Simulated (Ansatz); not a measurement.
Pressure series in Al

The parent structure is Al in the fcc (Cu type) structure (space group Fm-3m, No. 225; a = 4.0405 Å).

Cell and atoms are relaxed at each pressure.

Level of theory: PBE (Ansatz, a quantum-chemistry and plane-wave program), no spin-orbit coupling.

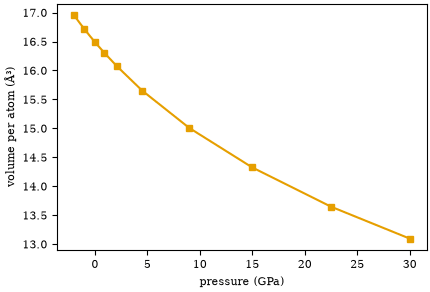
Fig. 1. Volume per atom against pressure

```
pressure (GPa)  volume per atom
--------------  ---------------
-2                     16.96 Å³
-1                     16.71 Å³
0.9                    16.31 Å³
2.1                    16.07 Å³
4.5                    15.65 Å³
9                      15.01 Å³
15                     14.32 Å³
22.5                   13.65 Å³
30                     13.10 Å³
```

Load acts through the strain it causes; cell and atoms are relaxed under it. No phonon test of stability was made. Competing high-pressure phases were not computed.
